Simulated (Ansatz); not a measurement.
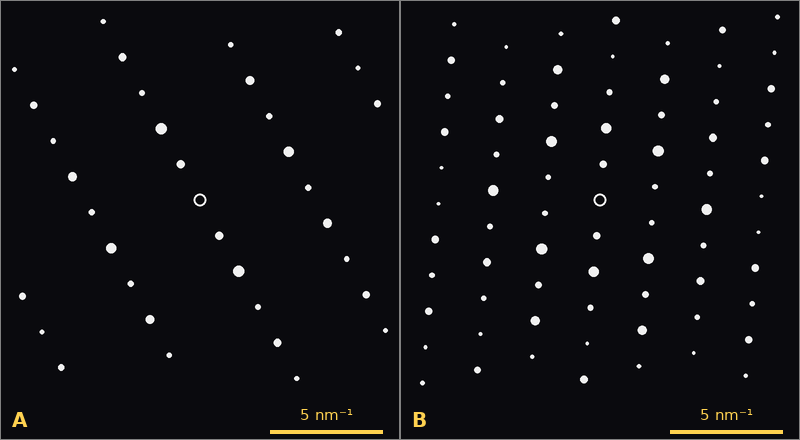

Kinematic electron diffraction patterns (300 kV, B = 0.5 Å², same scale, each along a low-index zone) of two structures of composition KGa2, each relaxed at zero pressure with DFT PBE, scalar-relativistic, plane waves, PAW (Ansatz).

The structures (standard cells):
1. P6/mmm (No. 191), a = 4.403 Å, c = 5.473 Å (hexagonal axes), 3 atoms; generated start, possibly hypothetical
2. Immm (No. 71), a = 3.156 Å, b = 4.149 Å, c = 12.342 Å, 6 atoms; generated start, possibly hypothetical

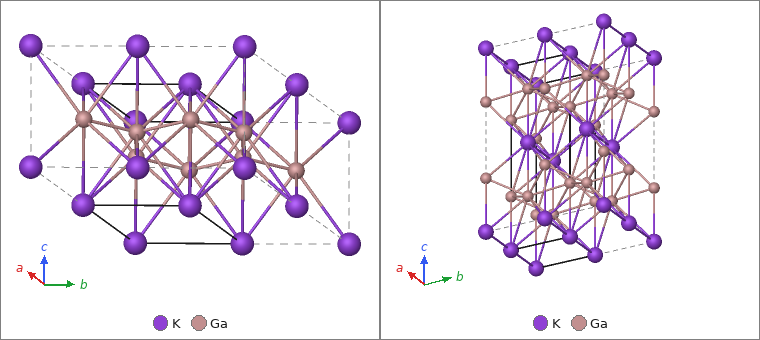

Drawings of the structures 1 to 2, from left to right (each may span several cells).

**Which pattern belongs to which structure, and along which zone?**

A is structure 1 along [210] or an equivalent direction: rectangular net of 0 0 1 at d = 5.47 Å and 1 -2 0 at d = 2.20 Å, 90.0° apart. B is structure 2 along [100]: centred rectangular net of 0 0 2 at d = 6.17 Å and 0 1 1 at d = 3.93 Å, 71.4° apart.

**Rank the structures by their computed energy.**

Structure 1 (P6/mmm, 30.64 Å³ an atom) is the lowest of these; structure 2 (Immm, 26.93 Å³ an atom) lies about 91 meV an atom higher. These are static energies at 0 K; other structures, not shown, may lie lower still.
